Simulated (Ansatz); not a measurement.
## Pressure series in VSi2

Start from VSi2 (space group P6_222, No. 180; weakly magnetic (sensitive to the mesh)).

Space group P6₂22 (No. 180); a = 4.5307 Å, b = 4.5307 Å, c = 6.3246 Å, α = 90.00°, β = 90.00°, γ = 120.00°

```csv
atom,site,symmetry,x,y,z
V,3c,222,0.5000,0.0000,0.0000
Si,6i,..2,0.1626,0.3253,0.0000
```

Cell and atoms are relaxed at each pressure.

Computed with r2SCAN/PAW in Ansatz (a first-principles code), without spin-orbit coupling.

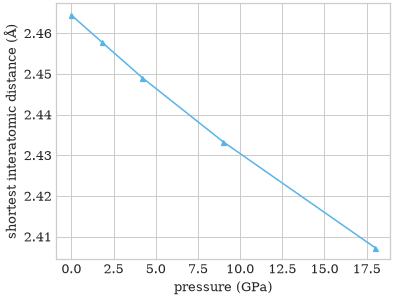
*Shortest interatomic distance against pressure*

| pressure (GPa) | shortest interatomic distance |
|---|---|
| 1.8 | 2.458 Å |
| 4.2 | 2.449 Å |
| 9 | 2.433 Å |
| 18 | 2.407 Å |

The magnetic state is the one reached from the starting moments; the real material's order can differ, and small cells can't hold many antiferromagnetic ones. Load acts through the strain it causes; cell and atoms are relaxed under it. Whether these cells are dynamically stable was not tested. Competing high-pressure phases were not computed. Starting moments died away, wholly or in part, for the base, pressure 9 GPa and pressure 18 GPa; another magnetic solution may exist.
